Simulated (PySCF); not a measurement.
# As₃: doublet, from a equilateral triangle start

Where does doublet As₃ go from a equilateral triangle start, is the end point a minimum, and what are its modes, charges and moments?

The runs use PySCF 2.14.0; PBE0, basis As def2-TZVP, no relativity, density fitting.

### 1 The system as given

3 atoms, charge 0, spin multiplicity 2.

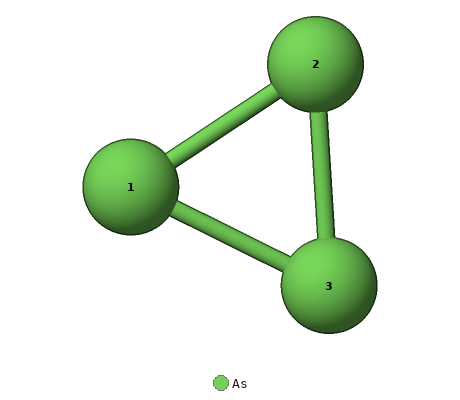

As it starts; arsenic green; atoms are numbered from 1 in the order of the file.

Coordinates in bohr (charge 0 multiplicity 2):
```
As    1.3202   -2.2866    0.0000
As   -2.6403    0.0000    0.0000
As    1.3201    2.2866    0.0000
```

### 2 Finding the electronic state

One driver script runs all steps and calls PySCF; scf.py shows how it sets up the SCF of each step. The optimiser is the driver's own. After this first run the driver tries any further starts and a stability analysis.

Contents of scf.py:

```python
from pyscf import gto, scf, dft
mol = gto.M(atom='''
As     0.698600    -1.210010     0.000000
As    -1.397190     0.000010     0.000000
As     0.698590     1.210010     0.000000''',
    basis={'As': 'def2-TZVP'},
    charge=0, spin=1)
mf = dft.UKS(mol, xc='PBE0')
mf.grids.atom_grid = (50, 194)
aux = {'As': 'def2-universal-JKFIT'}
mf = mf.density_fit(auxbasis=aux)
mf.conv_tol = 1e-08
mf.diis_space = 10
mf.max_cycle = 60
mf.init_guess = 'minao'
mf.verbose = 4
mf.kernel()
```

Run with:

```bash
> OMP_NUM_THREADS=4 python axn.py task.json out
```

The log of the run:

```text
init E= -6704.82419789828
[... the frontier-level lines of each cycle are left out ...]
cycle= 1 E= -6706.79761840643  delta_E= -1.97  |g|= 0.458  |ddm|= 1.84
cycle= 2 E= -6706.77734349879  delta_E= 0.0203  |g|= 0.458  |ddm|= 0.504
cycle= 3 E= -6706.82052525297  delta_E= -0.0432  |g|= 0.142  |ddm|= 0.421
cycle= 4 E= -6706.83313801273  delta_E= -0.0126  |g|= 0.0284  |ddm|= 0.161
cycle= 5 E= -6706.8331994073  delta_E= -6.14e-05  |g|= 0.0327  |ddm|= 0.0757
cycle= 6 E= -6706.83411233185  delta_E= -0.000913  |g|= 0.00564  |ddm|= 0.0382
cycle= 7 E= -6706.83435982272  delta_E= -0.000247  |g|= 0.00621  |ddm|= 0.0373
cycle= 8 E= -6706.83456709262  delta_E= -0.000207  |g|= 0.00615  |ddm|= 0.0312
cycle= 9 E= -6706.83462362013  delta_E= -5.65e-05  |g|= 0.00623  |ddm|= 0.00886
cycle= 10 E= -6706.83366867233  delta_E= 0.000955  |g|= 0.00478  |ddm|= 0.191
cycle= 11 E= -6706.83353278068  delta_E= 0.000136  |g|= 0.00182  |ddm|= 0.0683
cycle= 12 E= -6706.83349302067  delta_E= 3.98e-05  |g|= 0.00382  |ddm|= 0.0923
cycle= 13 E= -6706.83349140202  delta_E= 1.62e-06  |g|= 0.00125  |ddm|= 0.0269
cycle= 14 E= -6706.83349229041  delta_E= -8.88e-07  |g|= 0.00161  |ddm|= 0.0187
cycle= 15 E= -6706.83349254131  delta_E= -2.51e-07  |g|= 0.000349  |ddm|= 0.017
cycle= 16 E= -6706.83349249027  delta_E= 5.1e-08  |g|= 0.000353  |ddm|= 0.00669
cycle= 17 E= -6706.83349247874  delta_E= 1.15e-08  |g|= 3.36e-05  |ddm|= 0.00336
cycle= 18 E= -6706.83349248182  delta_E= -3.09e-09  |g|= 4.74e-05  |ddm|= 0.000354
Extra cycle  E= -6706.83349247882  delta_E= 3.01e-09  |g|= 9.67e-05  |ddm|= 0.000187
converged SCF energy = -6706.83349247882  <S^2> = 0.75557505  2S+1 = 2.0055673
```

This step, with its further starts and checks, ran for 17 s (4 threads of Intel Xeon 6975P-C (Granite Rapids), shared host).

The starts that the driver tried:

```tsv
start	energy (Eh)
the minimal-basis guess	-6706.833492
a thermally smeared density	-6706.833492
a smeared PBE density	-6706.836174
```

This is not the lowest solution: one lies 7.0 kJ/mol lower, at -6706.83617 Eh, and the relaxation starts from that.

### 3 Relaxation: equilateral triangle start, doublet

The program finds D3h symmetry in the start, which this walk keeps. Threshold on the gradient: 0.0003 Eh/bohr, with a further test on the energy change.

Changes to scf.py since step 2:

```diff
@@ -3,3 +3,3 @@
-As     0.698600    -1.210010     0.000000
-As    -1.397190     0.000010     0.000000
-As     0.698590     1.210010     0.000000''',
+As     0.698597    -1.210006     0.000000
+As    -1.397195     0.000000     0.000000
+As     0.698598     1.210006     0.000000''',
@@ -15 +14,0 @@
-mf.init_guess = 'minao'
```

The optimiser's trace:

```tsv
step	energy (Eh)	change (kJ/mol)	largest symmetric gradient (Eh/bohr)
0	-6706.836174	0.00	0.02303
1	-6706.838620	-6.42	0.00651
2	-6706.838799	-6.89	0.00102
3	-6706.838803	-6.90	0.00004
```

The walk took 14 s.

Geometry (Å) and forces (eV/Å) at some steps, with the part that breaks the symmetry left in:

```
step 0
As   0.699  -1.210   0.000  -1.147   0.065   0.000
As  -1.397   0.000   0.000   2.293   0.000   0.000
As   0.699   1.210   0.000  -1.147  -0.065   0.000
step 1
As   0.684  -1.185   0.000  -0.766  -0.747   0.000
As  -1.369   0.000   0.000   1.533   0.000   0.000
As   0.684   1.185   0.000  -0.766   0.748   0.000
step 2
As   0.679  -1.175   0.000  -0.590  -1.113   0.000
As  -1.357   0.000   0.000   1.180   0.000   0.000
As   0.679   1.175   0.000  -0.590   1.113   0.000
step 3
As   0.679  -1.177   0.000  -0.615  -1.062   0.000
As  -1.359   0.000   0.000   1.230   0.000   0.000
As   0.679   1.177   0.000  -0.615   1.062   0.000
```

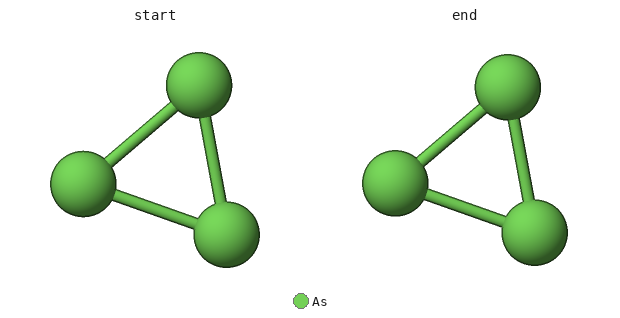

The geometry along the walk, at one scale.

End point (D3h, 3 steps, 6.9 kJ/mol gained): As–As 2.354 Å (×3); As–As–As 60.0° (×3). A gradient of 0.0239 Eh/bohr that breaks the symmetry is left: this electronic state wants a lower symmetry.

### 4 Releasing the symmetry

The geometry is nudged along the force that breaks the symmetry.

The program finds C2v symmetry in the start, which may break. The walk stops when the largest gradient is under 0.0003 Eh/bohr and the energy has settled too.

Changes to scf.py since step 3:

```diff
@@ -3,3 +3,3 @@
-As     0.698597    -1.210006     0.000000
-As    -1.397195     0.000000     0.000000
-As     0.698598     1.210006     0.000000''',
+As     0.646778    -1.226752    -0.000000
+As    -1.293557     0.000001    -0.000000
+As     0.646780     1.226752     0.000000''',
```

The optimiser's trace:

```tsv
step	energy (Eh)	change (kJ/mol)	largest gradient (Eh/bohr)
0	-6706.842997	0.00	0.00357
1	-6706.843047	-0.13	0.00094
2	-6706.843051	-0.14	0.00007
```

The walk took 11 s.

Geometry (Å) and forces (eV/Å) at some steps:

```
step 0
As   0.647  -1.227   0.000   0.062  -0.183   0.000
As  -1.294   0.000   0.000  -0.123   0.000   0.000
As   0.647   1.227   0.000   0.062   0.183   0.000
step 1
As   0.648  -1.232   0.000   0.008  -0.048   0.000
As  -1.295   0.000   0.000  -0.017   0.000   0.000
As   0.648   1.232   0.000   0.009   0.048   0.000
step 2
As   0.647  -1.234   0.000  -0.002  -0.002   0.000
As  -1.295   0.000   0.000   0.004   0.000   0.000
As   0.647   1.234   0.000  -0.002   0.002   0.000
```

After 2 steps and 0.1 kJ/mol it ends at C2v: As–As 2.301 Å (×2), As–As 2.468 Å; As–As–As 57.6° (×2), As–As–As 64.9°.

### 5 Hessian and properties

The point is checked on the finer grid, and tightened if its gradient asks for it. The Hessian and the dipole derivatives come from central differences of analytic gradients, with steps of 0.02 bohr.

Changes to scf.py since step 4:

```diff
@@ -3,3 +3,3 @@
-As     0.646778    -1.226752    -0.000000
-As    -1.293557     0.000001    -0.000000
-As     0.646780     1.226752     0.000000''',
+As     0.647614    -1.233953    -0.000000
+As    -1.295230     0.000001    -0.000000
+As     0.647616     1.233952     0.000000''',
@@ -9 +9 @@
-mf.grids.atom_grid = (50, 194)
+mf.grids.atom_grid = (75, 302)
@@ -12 +12 @@
-mf.conv_tol = 1e-08
+mf.conv_tol = 1e-10
```

This SCF starts from the last density.

Log of the central SCF (cycles and frontier levels):

```text
init E= -6706.84298877059
[... the frontier-level lines of each cycle are left out ...]
cycle= 1 E= -6706.8429887706  delta_E= -1.27e-11  |g|= 3.14e-06  |ddm|= 6.89e-06
Extra cycle  E= -6706.84298877058  delta_E= 2e-11  |g|= 6.15e-06  |ddm|= 9.67e-06
converged SCF energy = -6706.84298877058  <S^2> = 0.83752377  2S+1 = 2.0856882
```

The whole step took 67 s.

Geometry: C2v; As–As 2.302 Å (×2), As–As 2.468 Å; As–As–As 57.6° (×2), As–As–As 64.8°.

Modes, for the most abundant isotopes:

| symmetry | ω (cm⁻¹) | IR (km/mol) | μ (u) |
| --- | --- | --- | --- |
| b2 | 155 | 8.3 | 74.92 |
| a1 | 243 | 0.2 | 74.92 |
| a1 | 368 | 0.1 | 74.92 |

μ is the mass of the mode for normalised Cartesian displacements, not the reduced mass of the usual diatomic formula.

All wavenumbers are real: a minimum.

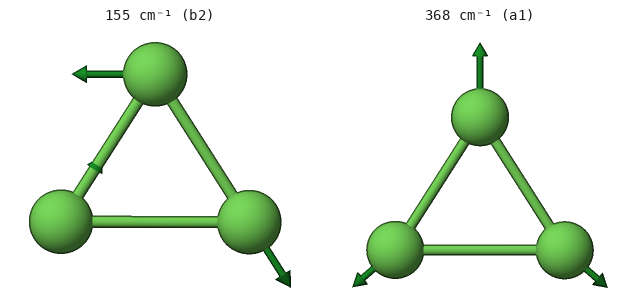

Displacements of 2 of the modes, as arrows (one member where a mode is degenerate).

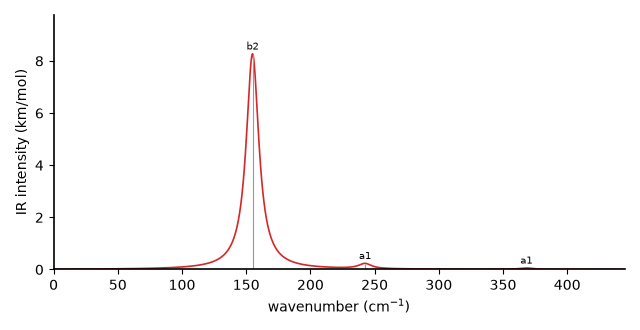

The harmonic infrared spectrum (widths in cm⁻¹). Lines are broadened to a width of 12 cm⁻¹ (Lorentzian).

Properties at this point:

* Dipole moment: 0.50 D
* Highest occupied level: -5.52 eV
* Lowest empty level: -3.25 eV
* Rotational constants: 0.08941, 0.07389, 0.04046 cm⁻¹
* Zero-point energy: 4.6 kJ/mol
* Principal polarisabilities: 52.6, 94.3, 105.5 bohr³
* Atomisation energy without zero-point energy: 593 kJ/mol
* Principal traceless quadrupole moments about the centre of mass: -0.72, -0.26, 0.97 D Å
* Entropy at 298.15 K and 1 bar (electronic part: spin only): 317.3 J/(mol K)
* Heat capacity Cp at 298.15 K: 55.1 J/(mol K)
* Enthalpy at 298.15 K above 0 K: 13.78 kJ/mol
* Rotational symmetry number: 2
* Spin squared ⟨S²⟩: 0.838

Populations by atom (charges in e):

```tsv
atom	Mulliken	Löwdin	polar tensor	spin (Mulliken)	Mayer order to As1
As1	-0.03	-0.03	-0.10	0.68	–
As2	0.06	0.05	0.19	-0.36	1.47
As3	-0.03	-0.03	-0.10	0.68	1.13
```

Outer orbital energies (eV). α occupied: -19.84, -14.95, -14.20, -8.65, -8.61, -7.75, -7.26, -5.52; empty: -3.25, -0.98, -0.28, 0.16. β occupied: -45.43, -19.65, -14.21, -14.13, -8.50, -8.01, -7.64, -7.08; empty: -3.00, -2.59, -0.76, -0.14.

Mulliken populations on As1: s 7.92, p 14.99, d 10.11, f 0.01.

### 6 What came out

```
                                          quantity                                                                   value
                                           minimum                                                            doublet, C2v
                                          geometry  As–As 2.302 Å (×2), As–As 2.468 Å; As–As–As 57.6° (×2), As–As–As 64.8°
                                wavenumbers (cm⁻¹)                                            155 (b2), 243 (a1), 368 (a1)
                                     dipole moment                                                                  0.50 D
highest occupied, lowest empty level (either spin)                                                         -5.52, -3.25 eV
                        polar-tensor charge of As1                                                                 -0.10 e
                                 zero-point energy                                                              4.6 kJ/mol
                               entropy at 298.15 K                                                         317.3 J/(mol K)
         atomisation energy (no zero-point energy)                                                              593 kJ/mol
                                              ⟨S²⟩                                                                   0.838
```

In words: From D3h at the start the molecule goes to a C2v minimum. The strongest infrared band lies at 155 cm⁻¹ (b2). The first SCF alone would have been 7 kJ/mol too high. Other starts or spin states, not run here, may lie lower.

The search up to here ran for 1.8 min (4 threads of Intel Xeon 6975P-C (Granite Rapids), shared host).
